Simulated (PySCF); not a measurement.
# C4H5NS (5-methylthiazole): levels of theory compared

Aim: a comparison of 6 runs (HF/STO-3G, HF/def2-SVP, M06-2X/6-31G*, PBE0/def2-SVP, BP86/6-31+G*, PBE/aug-cc-pVDZ) of C4H5NS (5-methylthiazole). Input form: a Python script.

The calculation is run with PySCF 2.14.0.

**1. The structure to begin with**

C4H5NS has 11 atoms, charge 0, and is taken as a singlet. As SMILES, `Cc1cncs1`. The shape is that of a GFN2-xTB optimisation.

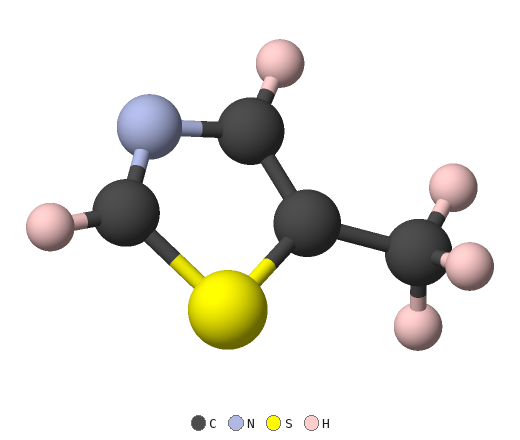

The structure, seen from a chosen angle (carbon dark grey, nitrogen light blue, sulfur yellow, hydrogen pink).

**2. Energy and forces at HF/STO-3G (run 1)**

Input file run.py:

```python
from pyscf import gto, scf

molecule = gto.Mole()
molecule.atom = '''
C     -0.176370    -0.411530     1.713900
C     -0.096960    -0.047860     0.277040
C      0.972610    -0.105410    -0.563340
N      0.746620     0.293800    -1.837130
C     -0.466460     0.659830    -2.008170
S     -1.474900     0.548720    -0.596050
H      0.790230    -0.772500     2.057100
H     -0.921010    -1.191550     1.871780
H     -0.464520     0.451840     2.312950
H      1.957790    -0.438230    -0.291070
H     -0.867030     1.012890    -2.937000
'''
molecule.max_memory = 1860
molecule.spin = 0
molecule.basis = 'sto-3g'
molecule.charge = 0
molecule.verbose = 4
molecule.build()

mf = scf.RHF(molecule)
mf.conv_tol = 1e-10
mf.kernel()
if not mf.converged:
    mf = mf.newton().run(mf.mo_coeff, mf.mo_occ)

e_tot = mf.e_tot
print('E(%s) = %.9f' % ('HF', e_tot))
grad = mf.nuc_grad_method().kernel()
mf.analyze()
```

Command:

```
$ OMP_NUM_THREADS=1 python run.py
```

Standard output:

```text
PySCF version 2.14.0

[... 87 lines left out ...]
Two-electron Coulomb Energy =          554.514114560340772
[... 9 lines left out ...]
MO #7   energy= -8.71873694101874  occ= 2
[... 7 lines left out ...]
MO #15  energy= -0.723598646158794 occ= 2
[... 7 lines left out ...]
MO #23  energy= -0.406756882283908 occ= 2
[... 7 lines left out ...]
MO #31  energy= 0.659258447526565  occ= 0
[... 7 lines left out ...]
MO #39  energy= 1.06220552073085   occ= 0
[... 53 lines left out ...]
Dipole moment(X, Y, Z, Debye): -1.49645, -0.04230,  1.63823
```

Run time: 2.8 s. Hardware: 1 thread of Intel Xeon at 2.70GHz, shared host; peak memory 0.12 GiB.

**3. Energy and forces at HF/def2-SVP (run 2)**

Input file input.py:

```python
# 5-methylthiazole
import pyscf.grad
from pyscf import gto, scf

system = gto.M(
    atom=[
    ('C', (-0.176370, -0.411530, 1.713900)),
    ('C', (-0.096960, -0.047860, 0.277040)),
    ('C', (0.972610, -0.105410, -0.563340)),
    ('N', (0.746620, 0.293800, -1.837130)),
    ('C', (-0.466460, 0.659830, -2.008170)),
    ('S', (-1.474900, 0.548720, -0.596050)),
    ('H', (0.790230, -0.772500, 2.057100)),
    ('H', (-0.921010, -1.191550, 1.871780)),
    ('H', (-0.464520, 0.451840, 2.312950)),
    ('H', (1.957790, -0.438230, -0.291070)),
    ('H', (-0.867030, 1.012890, -2.937000)),
],
    basis='def2-svp',
    spin=0,
    charge=0,
    verbose=4,
    max_memory=1860,
)

mf = scf.RHF(system)
mf.conv_tol = 1e-10
mf.kernel()
if not mf.converged:
    mf = mf.newton().run(mf.mo_coeff, mf.mo_occ)

energy = mf.e_tot
print('Final energy', energy)
grad = mf.Gradients().kernel()
mf.analyze()
```

Command:

```
$ OMP_NUM_THREADS=1 python input.py
```

Standard output:

```text
PySCF version 2.14.0

[... 100 lines left out ...]
MO #8   energy= -6.6787583890667   occ= 2
[... 20 lines left out ...]
MO #29  energy= 0.193719898801807  occ= 0
[... 20 lines left out ...]
MO #50  energy= 0.817609984448894  occ= 0
[... 20 lines left out ...]
MO #71  energy= 1.38793229666269   occ= 0
[... 20 lines left out ...]
MO #92  energy= 2.36602474862037   occ= 0
[... 20 lines left out ...]
MO #113 energy= 3.75321027048739   occ= 0
[... 127 lines left out ...]
Dipole moment(X, Y, Z, Debye): -0.96390, -0.17939,  1.62351
```

Wall time 18 s (1 thread of Intel Xeon at 2.70GHz, shared host); peak memory 0.27 GiB.

Run 3 isn't shown in full; the table further down has it.

**4. Energy and gradient at PBE0/def2-SVP (run 4)**

Input file run.py:

```python
# 5-methylthiazole
import pyscf.grad
from pyscf import gto, dft

mol = gto.M(
    atom='''
C   -0.176370  -0.411530   1.713900
C   -0.096960  -0.047860   0.277040
C    0.972610  -0.105410  -0.563340
N    0.746620   0.293800  -1.837130
C   -0.466460   0.659830  -2.008170
S   -1.474900   0.548720  -0.596050
H    0.790230  -0.772500   2.057100
H   -0.921010  -1.191550   1.871780
H   -0.464520   0.451840   2.312950
H    1.957790  -0.438230  -0.291070
H   -0.867030   1.012890  -2.937000
''',
    basis='def2-svp',
    max_memory=1860,
    charge=0,
    verbose=4,
)

mf = dft.RKS(mol)
mf.xc = 'pbe0'
mf.conv_tol = 1e-10
mf.grids.level = 5
mf.kernel()
if not mf.converged:
    mf = mf.newton().run(mf.mo_coeff, mf.mo_occ)

e_tot = mf.e_tot
print('Final energy', e_tot)
grad = mf.Gradients().kernel()
dip = mf.dip_moment()
pop, q = mf.mulliken_pop()
```

Command:

```
$ OMP_NUM_THREADS=1 python run.py
```

Standard output:

```text
PySCF version 2.14.0

[... 80 lines left out ...]
converged SCF energy = -607.706242842703
Final energy -607.7062428427026
[... 12 lines left out ...]
Dipole moment(X, Y, Z, Debye): -0.91718, -0.21296,  1.70341
[... 125 lines left out ...]
charge of   10H =      0.06550
```

Wall time 50 s (1 thread of Intel Xeon at 2.70GHz, shared host); peak memory 1.2 GiB.

Run 5 isn't shown in full; the table further down has it.

**5. Energy and forces at PBE/aug-cc-pVDZ (run 6)**

Input file job.py:

```python
from pyscf import gto, dft

molecule = gto.M(
    atom=[
    ('C', (-0.176370, -0.411530, 1.713900)),
    ('C', (-0.096960, -0.047860, 0.277040)),
    ('C', (0.972610, -0.105410, -0.563340)),
    ('N', (0.746620, 0.293800, -1.837130)),
    ('C', (-0.466460, 0.659830, -2.008170)),
    ('S', (-1.474900, 0.548720, -0.596050)),
    ('H', (0.790230, -0.772500, 2.057100)),
    ('H', (-0.921010, -1.191550, 1.871780)),
    ('H', (-0.464520, 0.451840, 2.312950)),
    ('H', (1.957790, -0.438230, -0.291070)),
    ('H', (-0.867030, 1.012890, -2.937000)),
],
    basis='aug-cc-pvdz',
    max_memory=1860,
    verbose=4,
)

calc0 = dft.RKS(molecule, xc='pbe')
calc0.grids.level = 5
calc0.conv_tol = 1e-10
calc0.kernel()
if not calc0.converged:
    calc0 = calc0.newton().run(calc0.mo_coeff, calc0.mo_occ)

e_tot = calc0.e_tot
print('Final energy', e_tot)
grad = calc0.nuc_grad_method().kernel()
dip = calc0.dip_moment()
pop, q = calc0.mulliken_pop()
```

Command:

```
$ OMP_NUM_THREADS=1 python job.py
```

Standard output:

```text
PySCF version 2.14.0

[... 86 lines left out ...]
converged SCF energy = -607.965008237409
Final energy -607.9650082374088
[... 12 lines left out ...]
Dipole moment(X, Y, Z, Debye): -0.87276, -0.24253,  1.76870
[... 199 lines left out ...]
charge of   10H =     -0.42976
```

It took 2.7 min on 1 thread of Intel Xeon at 2.70GHz, shared host; peak memory 2.7 GiB.

**6. All runs side by side**

```tsv
run	level	integration grid	energy (Eh)	dipole moment (D)	HOMO energy (eV)	LUMO energy (eV)	wall time
1	HF/STO-3G	–	-599.428566	2.22	-7.35	6.73	2.8 s
2	HF/def2-SVP	–	-606.061158	1.90	-9.14	3.15	18 s
3	M06-2X/6-31G* (spherical functions)	5	-608.229438	1.83	-7.96	0.49	74 s
4	PBE0/def2-SVP	5	-607.706243	1.95	-7.01	-0.57	50 s
5	BP86/6-31+G* (spherical functions)	5	-608.391912	2.06	-6.06	-1.66	74 s
6	PBE/aug-cc-pVDZ	5	-607.965008	1.99	-6.00	-1.63	2.7 min
```

**7. Outcome**

| quantity | value |
| --- | --- |
| run 6: total energy | -607.96501 Eh |
| run 6: dipole moment | 1.99 D |
| run 6: HOMO energy | -6.00 eV |
| run 6: LUMO energy | -1.63 eV |
| run 6: HOMO–LUMO gap | 4.37 eV |
| run 6: largest force on an atom | 1.962 eV/Å |

The dipole moment (its size) runs from 1.83 D (M06-2X/6-31G*) to 2.22 D (HF/STO-3G). The two ends differ in method and basis. The HOMO–LUMO gap runs from 4.37 eV (PBE/aug-cc-pVDZ) to 14.08 eV (HF/STO-3G). Totals of different functionals can't be ranked against each other. In run 1 the basis is minimal, so the values are rough. All runs together took 6.3 min, the longest 2.7 min.
